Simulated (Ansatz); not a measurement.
Molecular dynamics of Ta$_{2}$N$_{2}$

System: Ta$_{2}$N$_{2}$.
Method: RKS r2SCAN/def2-SVP (Ansatz 0.2.0).

The geometry comes from this level: r2SCAN-D4/def2-TZVP. Figures and captions count atoms from 1; the log counts them from 0 in places.

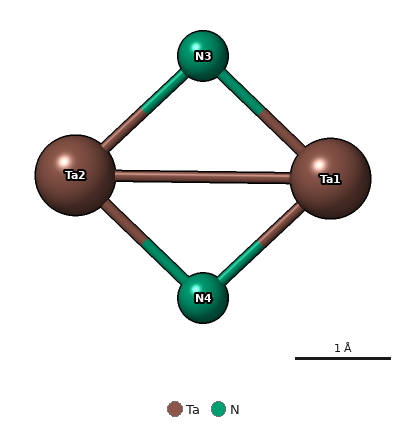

*The input geometry (ball-and-stick view, seen on its broad side; atoms are numbered from 1 in the order of the input). Sticks mark near contacts.*

Bond lengths as drawn: N–Ta 1.86 Å and Ta–Ta 2.71 Å.

**Input file**
```yaml
crystal:
  periodic: [false, false, false]
  atoms:
    - {symbol: Ta, position_ang: [1.352859, 0.013257, -0.058950]}
    - {symbol: Ta, position_ang: [-1.352814, -0.013334, 0.059941]}
    - {symbol: N, position_ang: [-0.008548, 1.277373, 0.092082]}
    - {symbol: N, position_ang: [0.008503, -1.277306, -0.093083]}
basis:
  gaussian: {orbitals: def2-SVP}
hamiltonian: {xc: {name: r2SCAN}}
md: {timestep: 2 fs, n_steps: 15, ensemble: nvt_langevin, temperature: 300, initial_velocities: maxwell_boltzmann, friction: 0.01, seed: 935}
scf: {omitted_lower_state_checks: [starts]}
```

Command:
```bash
ansatz run in.yaml --threads 4 --pin off --events-out ev --progress --plain --max-ram 3916MiB
```

**What the program printed**
```
Functional definition: r2SCAN
  name "r2SCAN"
  cite "Furness, Kaplan, Ning, Perdew & Sun, J. Phys. Chem. Lett. 11, 8208 (2020) doi:10.1021/acs.jpclett.0c02405"
  cite "Furness, Kaplan, Ning, Perdew & Sun, J. Phys. Chem. Lett. 11, 9248 (2020) doi:10.1021/acs.jpclett.0c03077"
  parent r2scan
  parameter k0 = 0.174
  parameter k1 = 0.065
  parameter a1 = 4.9479
  exchange = r2scan_x(k0 = k0, k1 = k1, a1 = a1)
  correlation = r2scan_c
these checks for a lower state are left out or cut short: starts
952 factors; their error is unknown
mean field evaluation 1: about -6052.1441 eV, gradient 1.1e2 eV
mean field evaluation 2: about -5795.4523 eV, gradient 2.7e2 eV
mean field evaluation 4: about -6077.4576 eV, gradient 2.1e1 eV
mean field evaluation 8: about -6078.8628 eV, gradient 8.3e-2 eV
mean field evaluation 16: about -6078.8001 eV, gradient 1.9e-4 eV
mean field -6078.80007944 eV, -223.3917825606 hartree, gradient 2.7e-5 eV, S^2 0.000000; 0 other end points of the search recorded, 0 dependent functions left out
the calculation of the forces begins
reference -6078.80009006 eV, -223.3917829511 hartree; 20, 20 occupied and 72, 72 virtual orbitals, 952 factors
md step     0: t =     0.00 fs  T =   225.0 K  F+E_penalty+E_count = -6078.80007944 eV  E_kin = 0.116334 eV  (36 SCF iters)
these checks for a lower state are left out or cut short: starts, cluster_reference, orbital_swaps, neighbouring_geometries, increment
952 factors; their error is unknown
mean field -6078.79156736 eV, -223.3914697476 hartree, gradient 2.7e-5 eV, S^2 0.000000; 0 other end points of the search recorded, 0 dependent functions left out
[... from here on the field's lines of each further geometry are left out, up to the last ...]
md step     1: t =     2.00 fs  T =   277.6 K  F+E_penalty+E_count = -6078.79156736 eV  E_kin = 0.143516 eV  (38 SCF iters)
md step     2: t =     4.00 fs  T =   248.0 K  F+E_penalty+E_count = -6078.76778695 eV  E_kin = 0.128209 eV  (38 SCF iters)
md step     3: t =     6.00 fs  T =   200.3 K  F+E_penalty+E_count = -6078.73566154 eV  E_kin = 0.103538 eV  (39 SCF iters)
md step     4: t =     8.00 fs  T =   155.6 K  F+E_penalty+E_count = -6078.70619283 eV  E_kin = 0.080459 eV  (39 SCF iters)
md step     5: t =    10.00 fs  T =   150.7 K  F+E_penalty+E_count = -6078.69392380 eV  E_kin = 0.077932 eV  (39 SCF iters)
md step     6: t =    12.00 fs  T =   164.1 K  F+E_penalty+E_count = -6078.70294056 eV  E_kin = 0.084833 eV  (39 SCF iters)
md step     7: t =    14.00 fs  T =   189.6 K  F+E_penalty+E_count = -6078.72532499 eV  E_kin = 0.098039 eV  (38 SCF iters)
md step     8: t =    16.00 fs  T =   274.1 K  F+E_penalty+E_count = -6078.75380214 eV  E_kin = 0.141726 eV  (38 SCF iters)
md step     9: t =    18.00 fs  T =   323.3 K  F+E_penalty+E_count = -6078.77941379 eV  E_kin = 0.167170 eV  (39 SCF iters)
md step    10: t =    20.00 fs  T =   312.7 K  F+E_penalty+E_count = -6078.79130713 eV  E_kin = 0.161657 eV  (38 SCF iters)
md step    11: t =    22.00 fs  T =   230.3 K  F+E_penalty+E_count = -6078.78606505 eV  E_kin = 0.119081 eV  (39 SCF iters)
md step    12: t =    24.00 fs  T =   135.6 K  F+E_penalty+E_count = -6078.77136233 eV  E_kin = 0.070087 eV  (38 SCF iters)
md step    13: t =    26.00 fs  T =    87.5 K  F+E_penalty+E_count = -6078.75829220 eV  E_kin = 0.045216 eV  (40 SCF iters)
md step    14: t =    28.00 fs  T =    94.9 K  F+E_penalty+E_count = -6078.75334424 eV  E_kin = 0.049043 eV  (38 SCF iters)
the calculation of the forces begins
reference -6078.75515126 eV, -223.3901314807 hartree; 20, 20 occupied and 72, 72 virtual orbitals, 952 factors
these checks for a lower state are left out or cut short: starts
952 factors; their error is unknown
mean field evaluation 128: about -6078.8197 eV, gradient 2.7e-1 eV
mean field -6078.75514062 eV, -223.3901310896 hartree, gradient 1.8e-5 eV, S^2 0.000000; 0 other end points of the search recorded, 0 dependent functions left out
the calculation of the forces begins
reference -6078.75515126 eV, -223.3901314807 hartree; 20, 20 occupied and 72, 72 virtual orbitals, 952 factors
md step    15: t =    30.00 fs  T =    85.0 K  F+E_penalty+E_count = -6078.75514062 eV  E_kin = 0.043960 eV  (40 SCF iters)
```

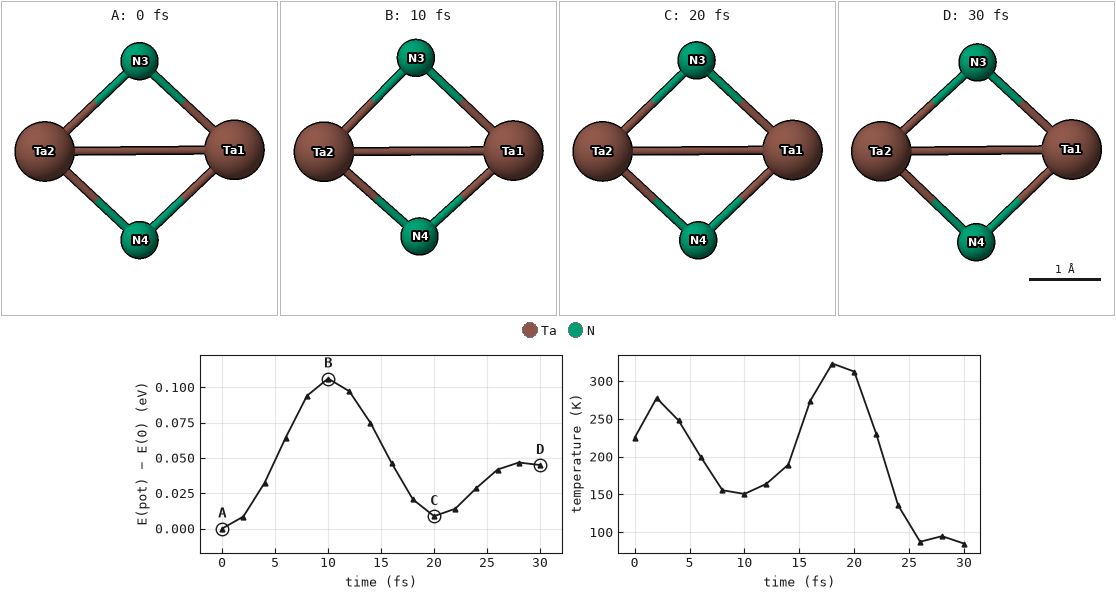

*Frames of the molecular dynamics (ball-and-stick, seen on its broad side) above the curves, on which the letters mark them.*

The trajectory kept here has 16 frames over 30 fs. The temperature starts at 225 K, ranges from 85 to 323 K and averages 193 K over the second half. The potential energy ends 0.045 eV above its first value. After an unweighted best fit of the last frame on the first, the root-mean-square displacement is 0.03 Å.

```
Total energy: -6078.75515126 eV, -223.3901314807 hartree
Atom 0 at     1.366909    -0.009518    -0.058176 Å, force     0.118152    -1.134781    -0.271947 eV/Å
Atom 1 at    -1.346958    -0.002325     0.079757 Å, force     0.580356    -0.732873    -0.253539 eV/Å
Atom 2 at     0.041829     1.238778     0.171267 Å, force    -0.572687     0.621273     0.182937 eV/Å
Atom 3 at    -0.008391    -1.298989    -0.264076 Å, force    -0.125822     1.246381     0.342549 eV/Å
Dipole moment:    -0.014504     0.035469     0.037336 e Å
Checks for a lower state left out: starts
```

**Trajectory as extended XYZ (Å, eV, eV/Å), 16 frames, from step=0 to step=15**
```
4
Properties=species:S:1:pos:R:3:forces:R:3 step=0 time_fs=0.0 energy=-6078.80008 temperature=225.0
Ta    1.3529    0.0133   -0.0590    0.1609   0.0024  -0.0084
Ta   -1.3528   -0.0133    0.0599   -0.1610  -0.0022   0.0056
N    -0.0085    1.2774    0.0921    0.0008   0.0012   0.0014
N     0.0085   -1.2773   -0.0931   -0.0007  -0.0014   0.0013
4
Properties=species:S:1:pos:R:3:forces:R:3 step=1 time_fs=2.0 energy=-6078.79157 temperature=277.6
Ta    1.3525    0.0107   -0.0594    0.2365   0.5672   0.0301
Ta   -1.3514   -0.0132    0.0607   -0.3570   0.3051   0.0365
N    -0.0159    1.2871    0.0998    0.1948  -0.2719  -0.0255
N     0.0126   -1.2597   -0.1018   -0.0743  -0.6004  -0.0411
4
Properties=species:S:1:pos:R:3:forces:R:3 step=2 time_fs=4.0 energy=-6078.76779 temperature=248.0
Ta    1.3526    0.0080   -0.0598    0.3171   1.1162   0.0736
Ta   -1.3500   -0.0131    0.0620   -0.5450   0.6233   0.0715
N    -0.0226    1.2970    0.1077    0.3684  -0.5553  -0.0530
N     0.0157   -1.2429   -0.1125   -0.1405  -1.1842  -0.0920
4
Properties=species:S:1:pos:R:3:forces:R:3 step=3 time_fs=6.0 energy=-6078.73566 temperature=200.3
Ta    1.3528    0.0051   -0.0602    0.3474   1.5868   0.1166
Ta   -1.3494   -0.0131    0.0635   -0.6607   0.9228   0.1041
N    -0.0284    1.3080    0.1130    0.5020  -0.8870  -0.0813
N     0.0170   -1.2298   -0.1242   -0.1886  -1.6227  -0.1394
4
Properties=species:S:1:pos:R:3:forces:R:3 step=4 time_fs=8.0 energy=-6078.70619 temperature=155.6
Ta    1.3529    0.0019   -0.0607    0.3333   1.9163   0.1515
Ta   -1.3491   -0.0130    0.0653   -0.7540   1.1093   0.1277
N    -0.0343    1.3166    0.1166    0.6330  -1.1563  -0.1041
N     0.0173   -1.2222   -0.1360   -0.2123  -1.8693  -0.1751
4
Properties=species:S:1:pos:R:3:forces:R:3 step=5 time_fs=10.0 energy=-6078.69392 temperature=150.7
Ta    1.3530   -0.0010   -0.0608    0.2706   2.0314   0.1707
Ta   -1.3483   -0.0121    0.0674   -0.8080   1.1202   0.1344
N    -0.0384    1.3207    0.1208    0.7491  -1.2990  -0.1178
N     0.0166   -1.2215   -0.1492   -0.2116  -1.8526  -0.1873
4
Properties=species:S:1:pos:R:3:forces:R:3 step=6 time_fs=12.0 energy=-6078.70294 temperature=164.1
Ta    1.3533   -0.0032   -0.0606    0.1578   1.9317   0.1686
Ta   -1.3475   -0.0107    0.0695   -0.7481   0.9874   0.1178
N    -0.0383    1.3208    0.1249    0.7960  -1.3510  -0.1215
N     0.0154   -1.2272   -0.1640   -0.2057  -1.5681  -0.1649
4
Properties=species:S:1:pos:R:3:forces:R:3 step=7 time_fs=14.0 energy=-6078.72533 temperature=189.6
Ta    1.3537   -0.0043   -0.0601    0.0057   1.6589   0.1457
Ta   -1.3471   -0.0095    0.0715   -0.6286   0.7717   0.0851
N    -0.0349    1.3170    0.1295    0.7838  -1.3088  -0.1160
N     0.0127   -1.2371   -0.1799   -0.1610  -1.1217  -0.1148
4
Properties=species:S:1:pos:R:3:forces:R:3 step=8 time_fs=16.0 energy=-6078.75380 temperature=274.1
Ta    1.3546   -0.0047   -0.0595   -0.1092   1.2592   0.1028
Ta   -1.3472   -0.0084    0.0729   -0.4532   0.4711   0.0340
N    -0.0278    1.3074    0.1351    0.7016  -1.1068  -0.0931
N     0.0102   -1.2489   -0.1963   -0.1392  -0.6236  -0.0438
4
Properties=species:S:1:pos:R:3:forces:R:3 step=9 time_fs=18.0 energy=-6078.77941 temperature=323.3
Ta    1.3562   -0.0051   -0.0589   -0.1019   0.7697   0.0393
Ta   -1.3475   -0.0076    0.0741   -0.2038   0.1298  -0.0341
N    -0.0157    1.2924    0.1406    0.4945  -0.7510  -0.0456
N     0.0092   -1.2614   -0.2117   -0.1888  -0.1486   0.0404
4
Properties=species:S:1:pos:R:3:forces:R:3 step=10 time_fs=20.0 energy=-6078.79131 temperature=312.7
Ta    1.3578   -0.0054   -0.0583   -0.0154   0.2175  -0.0404
Ta   -1.3480   -0.0070    0.0753    0.0581  -0.2071  -0.1073
N    -0.0014    1.2754    0.1458    0.2052  -0.3166   0.0173
N     0.0079   -1.2744   -0.2246   -0.2479   0.3062   0.1304
4
Properties=species:S:1:pos:R:3:forces:R:3 step=11 time_fs=22.0 energy=-6078.78607 temperature=230.3
Ta    1.3594   -0.0054   -0.0575    0.1179  -0.3121  -0.1241
Ta   -1.3484   -0.0059    0.0761    0.2923  -0.4861  -0.1743
N     0.0127    1.2606    0.1504   -0.1132   0.0945   0.0827
N     0.0061   -1.2856   -0.2367   -0.2969   0.7038   0.2157
4
Properties=species:S:1:pos:R:3:forces:R:3 step=12 time_fs=24.0 energy=-6078.77136 temperature=135.6
Ta    1.3610   -0.0054   -0.0570    0.2780  -0.7328  -0.1960
Ta   -1.3481   -0.0047    0.0766    0.4682  -0.6778  -0.2252
N     0.0251    1.2495    0.1545   -0.4048   0.4304   0.1404
N     0.0048   -1.2934   -0.2468   -0.3414   0.9802   0.2808
4
Properties=species:S:1:pos:R:3:forces:R:3 step=13 time_fs=26.0 energy=-6078.75829 temperature=87.5
Ta    1.3628   -0.0058   -0.0572    0.3367  -1.0013  -0.2441
Ta   -1.3473   -0.0039    0.0775    0.5661  -0.7736  -0.2535
N     0.0338    1.2431    0.1593   -0.5772   0.6076   0.1735
N     0.0025   -1.2984   -0.2543   -0.3256   1.1673   0.3241
4
Properties=species:S:1:pos:R:3:forces:R:3 step=14 time_fs=28.0 energy=-6078.75334 temperature=94.9
Ta    1.3650   -0.0072   -0.0577    0.2560  -1.1187  -0.2668
Ta   -1.3469   -0.0032    0.0787    0.6067  -0.7740  -0.2603
N     0.0392    1.2405    0.1651   -0.6221   0.6330   0.1824
N    -0.0024   -1.3002   -0.2597   -0.2406   1.2597   0.3446
4
Properties=species:S:1:pos:R:3:forces:R:3 step=15 time_fs=30.0 energy=-6078.75514 temperature=85.0
Ta    1.3669   -0.0095   -0.0582    0.1182  -1.1348  -0.2719
Ta   -1.3470   -0.0023    0.0798    0.5804  -0.7329  -0.2535
N     0.0418    1.2388    0.1713   -0.5727   0.6213   0.1829
N    -0.0084   -1.2990   -0.2641   -0.1258   1.2464   0.3425
```

**Summary**

```tsv
quantity	value
outcome	finished
mean temperature over the second half	193 K
trajectory	15 steps, 30 fs
ensemble	nvt_langevin
temperature in the input	300 K
time step	2 fs
potential energy (last step)	−6078.7552 eV
SCF solution under orbital rotations (last step)	stable
largest force (length of the vector) (last step)	1.299 eV/Å
dipole moment (last step)	0.26 D
hardware	4 threads of Arm Neoverse V2, 23 GiB of memory available, shared host
wall time	37 s (CPU time 2.3 min)
peak memory	0.3 GiB
```

**Remarks**

So short a trajectory is not equilibrated. The logged temperature at the start can lie below the typed one, since it is counted over all degrees of freedom. The temperature stays far from the 300 K of the thermostat over the second half: the run isn't equilibrated.
